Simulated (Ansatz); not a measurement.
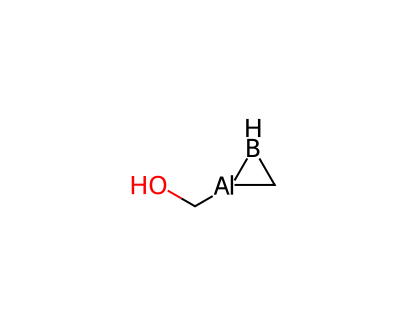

Skeletal drawing of a molecule.

**Write the SMILES.**

O[CH2][Al]1[BH][CH2]1

**What is the molecular formula?**

C2H6AlBO.

**An optimisation with PBE0-D4/def2-TZVP gave a structure of which point group?**

C1. Other conformers may differ.

More results for the same structure follow; atom numbers are the same in all pictures, views and colours differ. The computed structure is the end point of a PBE0-D4/def2-TZVP optimisation. No frequency run is at hand to confirm it as a minimum.

## Geometry

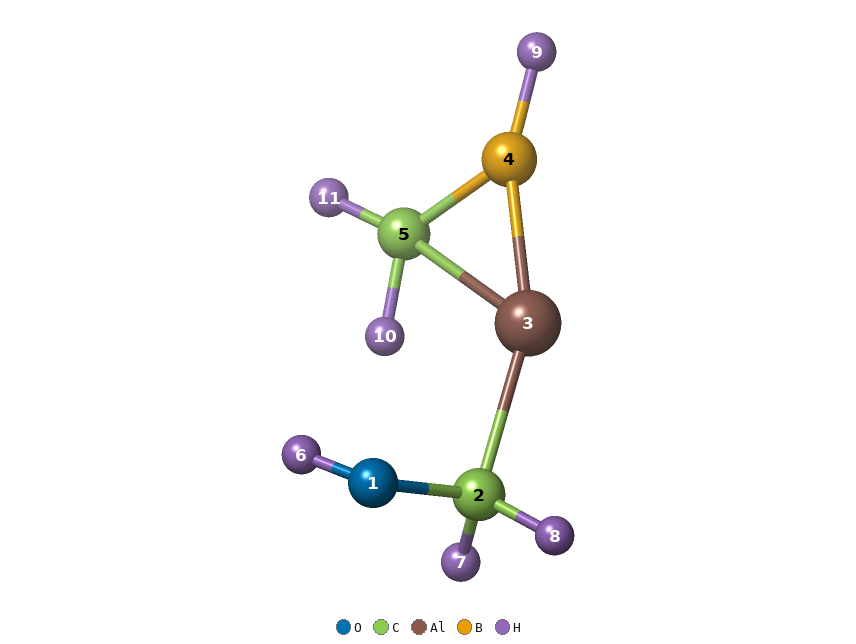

No frequency run is at hand to confirm it as a minimum.

**What is the geometry at O1?**

O1 has 2 neighbours (C2 at 1.43, H6 at 0.96 Å); the arrangement is bent.

**Describe the coordination of atom 5.**

C5 has 4 neighbours (Al3 at 2.14, B4 at 1.46, H10 at 1.11, H11 at 1.09 Å); the arrangement is see-saw.

**How are the neighbours of atom 2 arranged?**

C2 has 4 neighbours (O1 at 1.43, Al3 at 1.99, H7 at 1.10, H8 at 1.09 Å); the arrangement is tetrahedral.

**What is the dihedral angle C2–Al3–B4–C5?**

14° in size, that is syn (eclipsed).

## Charges

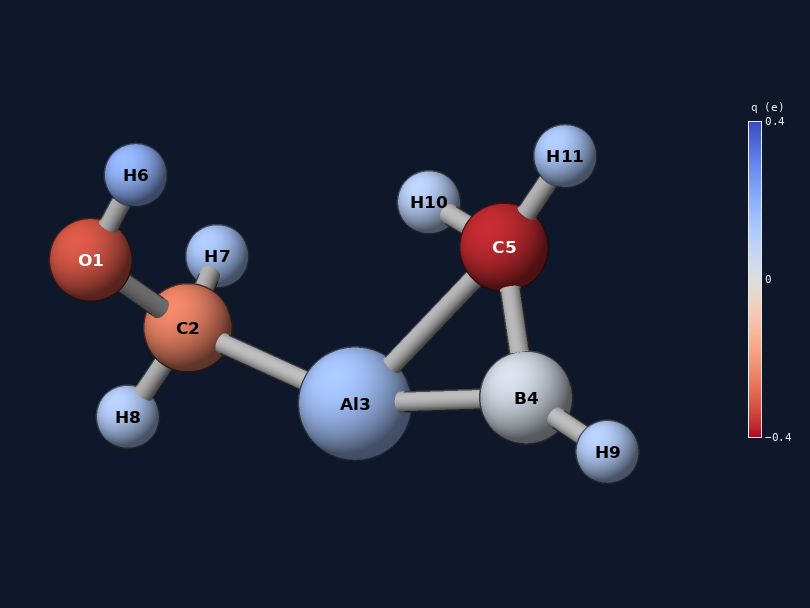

Atoms are coloured by their Mulliken charges. No frequency run is at hand to confirm it as a minimum. Level of theory: RKS ωB97M-V/def2-TZVPP (Ansatz 0.2.0).

**Which atom carries the highest charge (most positive or least negative)?**

H6 (0.18 e).

**And the lowest?**

C5 (−0.37 e).

List the Mulliken charges.

```
atom  value (e)
  O1      −0.31
  C2      −0.24
 Al3       0.14
  B4       0.03
  C5      −0.37
  H6       0.18
  H7       0.13
  H8       0.11
  H9       0.11
 H10       0.10
 H11       0.13
```

## Levels of theory compared

No frequency run is at hand to confirm it as a minimum. Program: Ansatz 0.2.0.

Compare HOMO energy (eV), HOMO–LUMO gap (eV) at these levels: B3LYP-D4/def2-TZVPP; PBE-D4/def2-TZVPP; PBE0-D4/def2-TZVPP; r2SCAN-D4/def2-TZVPP; ωB97M-V/def2-TZVPP; ωB97X-V/def2-TZVPP.

```json
{"level": "B3LYP-D4/def2-TZVPP", "HOMO energy (eV)": "−6.31", "HOMO–LUMO gap (eV)": "4.92"}
{"level": "PBE-D4/def2-TZVPP", "HOMO energy (eV)": "−5.39", "HOMO–LUMO gap (eV)": "3.45"}
{"level": "PBE0-D4/def2-TZVPP", "HOMO energy (eV)": "−6.48", "HOMO–LUMO gap (eV)": "5.29"}
{"level": "r2SCAN-D4/def2-TZVPP", "HOMO energy (eV)": "−5.58", "HOMO–LUMO gap (eV)": "3.85"}
{"level": "ωB97M-V/def2-TZVPP", "HOMO energy (eV)": "−8.52", "HOMO–LUMO gap (eV)": "8.98"}
{"level": "ωB97X-V/def2-TZVPP", "HOMO energy (eV)": "−8.69", "HOMO–LUMO gap (eV)": "9.38"}
```

## Dipole moment

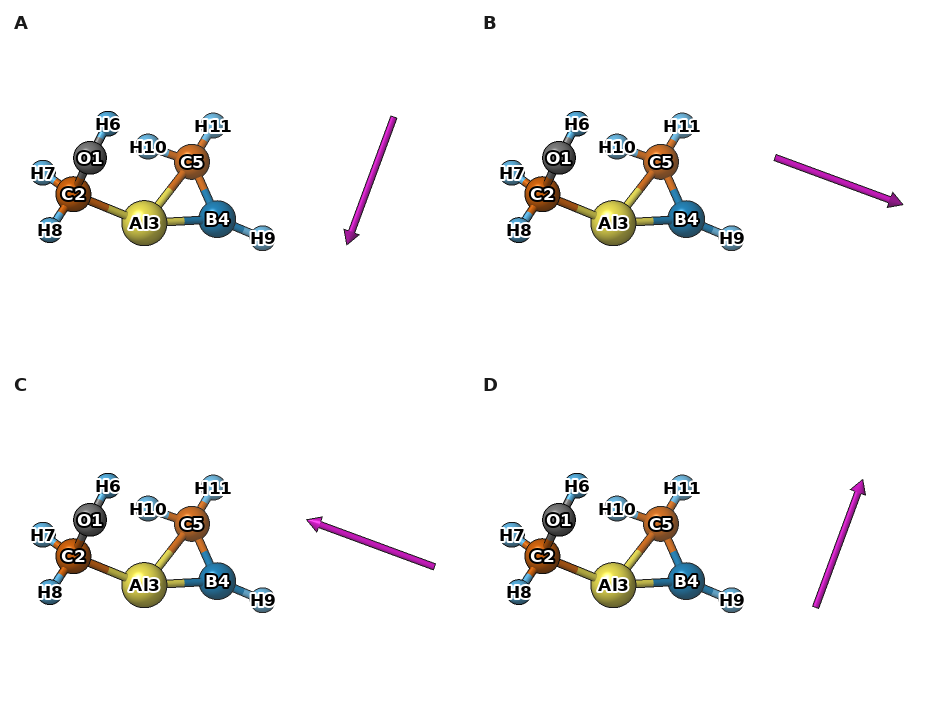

The same molecule four times, each with an arrow. No frequency run is at hand to confirm it as a minimum. Properties computed with RKS r2SCAN-D4/def2-TZVPP (Ansatz 0.2.0).

**Which arrow points along the dipole moment, from the negative to the positive end?**

C. The dipole moment is 2.24 D; it points from the side of H9 to the side of H7 (the outermost atoms at the two ends).

Mulliken values depend strongly on the basis set and can even reverse the polarity of a bond.
